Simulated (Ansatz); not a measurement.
CH₅BFSi: several calculations on one system

### Relaxation

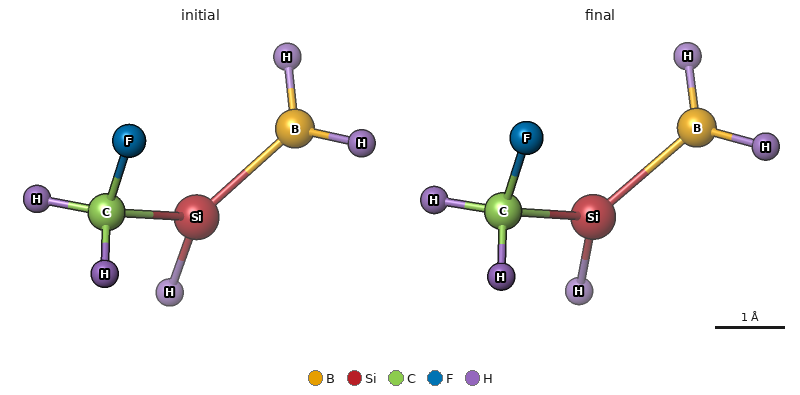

The structure of CH₅BFSi (charge +1) before (left) and after (right) a relaxation, at one scale.

A ball-and-stick model, seen from a free direction.

The run prepares an end point of a later path (torsion) calculation, from a guessed geometry.

Method: Ansatz 0.2.0, RKS PBE-D4/6-31G. Settings: no spin polarisation; force threshold 0.015 eV/Å; at most 40 steps.

Describe what moved and what it gained.

Answer. An H atom moves most after the best rigid fit: 0.17 Å. Largest moves by element: H 0.17 Å, F 0.13 Å, C 0.08 Å, Si 0.08 Å, B 0.03 Å. Near-neighbour distances that change, for instance: B–Si 1.943 → 2.005 Å, C–F 1.373 → 1.429 Å, H–Si 1.466 → 1.514 Å, B–H 1.169 → 1.201 Å. Bond angles that change, for instance: B–Si–H 136.3° → 124.6°, C–Si–H 106.4° → 115.8°, H–B–H 117.7° → 121.9°. The energy falls by 5.88 kcal/mol in 5 geometry steps. The largest force component goes from 1.9 to 0.012 eV/Å. The run took 13 s on 1 thread of Arm Neoverse V2, on a shared host, peak memory 0.15 GiB.

### Relaxation

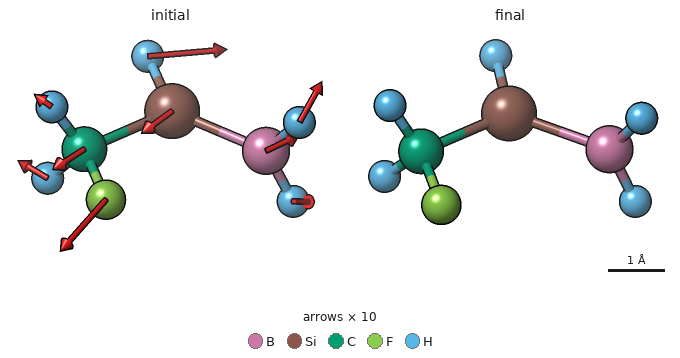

The structure of CH5BFSi (charge +1) before (left) and after (right) a relaxation, at one scale. The red arrows give the displacements, 10 times their true length.

Style: ball-and-stick. Shown from a free direction.

The run prepares an end point of a later path (torsion) calculation, from a guessed geometry.

The calculation used Ansatz, RKS PBE-D4/6-31G. Set-up: no spin polarisation; force threshold 0.015 eV/Å; at most 40 steps.

Question: Describe what moved and what it gained.

Answer: The energy falls by 0.266 eV in 11 accepted moves (12 points after the start). The largest force component goes from 2.3 to 0.0018 eV/Å. The line search rejected the trial step at point 10 of the run. The largest move after the best rigid fit is that of an H atom, 0.15 Å. By element the largest moves are H 0.15 Å, F 0.15 Å, C 0.08 Å, Si 0.08 Å, B 0.08 Å. Near-neighbour distances that change, for instance: B–Si 1.943 → 2.005 Å, C–F 1.373 → 1.427 Å, H–Si 1.466 → 1.515 Å, B–H 1.169 → 1.201 Å. Among the angles between lasting bonds that change: B–Si–H 136.3° → 123.6°, C–Si–H 106.4° → 114.9°, H–B–H 117.7° → 121.9°.

### Path

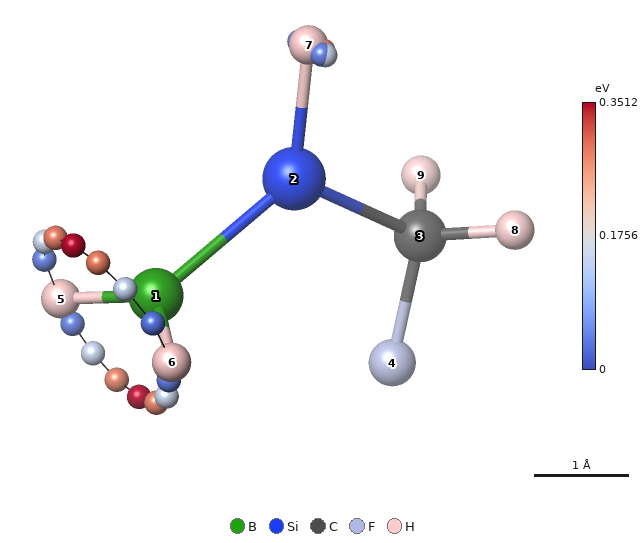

A nudged-elastic-band calculation for CH$_{5}$BFSi (charge +1). Images are numbered from 0 (start) to 8 (end). The start is drawn whole; smaller spheres mark the moving atoms (H) in the later images, joined by lines and coloured by the energy of the image relative to the start. A ball-and-stick model, seen at a tilt.

Level of theory: RKS PBE-D4/6-31G in Ansatz 0.2.0. Settings: 7 movable images; climbing image; force threshold 0.05 eV/Å; iteration limit 60; starting path by image-dependent pair potential.

Describe the path and its energy.

The motion is a rotation about the B1–Si2 bond by about 180°. No bond forms or breaks between the ends. Bond angles that change up to the highest image, for instance: H5–B1–H6 121.9° → 126.9°, B1–Si2–C3 119.6° → 123.7°. The two ends have nearly the same energy, and the highest point, image 4, lies 0.35 eV above the start. The band converged in 5 iterations, with a climbing image at the top. At the top, the vibrational analysis gives one imaginary mode (327i cm⁻¹), as a transition state must have.

Cost: 66 s on 1 thread of Arm Neoverse V2, with other jobs on the host, peak memory 0.1 GiB.
